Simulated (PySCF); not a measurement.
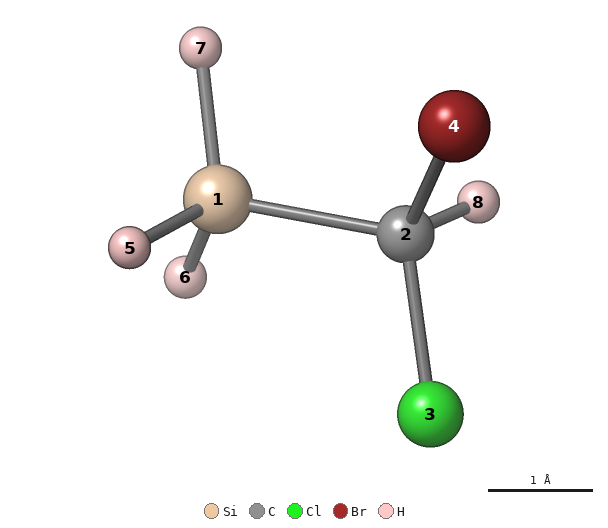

Orthographic view. Depth is shown by fading: the farther an atom, the more it takes the colour of the background. The computed structure is the end point of a PBE0-D3(BJ)/def2-SVP optimisation. No frequency run is at hand to confirm it as a minimum.

Give the distance matrix in Å.

```
atom   Si1    C2   Cl3   Br4    H5    H6    H7    H8
 Si1  0.00                                          
  C2  1.90  0.00                                    
 Cl3  3.01  1.78  0.00                              
 Br4  3.14  1.95  3.09  0.00                        
  H5  1.49  2.76  3.35  3.47  0.00                  
  H6  1.49  2.76  3.35  4.43  2.45  0.00            
  H7  1.49  2.77  4.29  3.42  2.46  2.44  0.00      
  H8  2.54  1.10  2.35  2.48  3.70  3.07  3.08  0.00
```
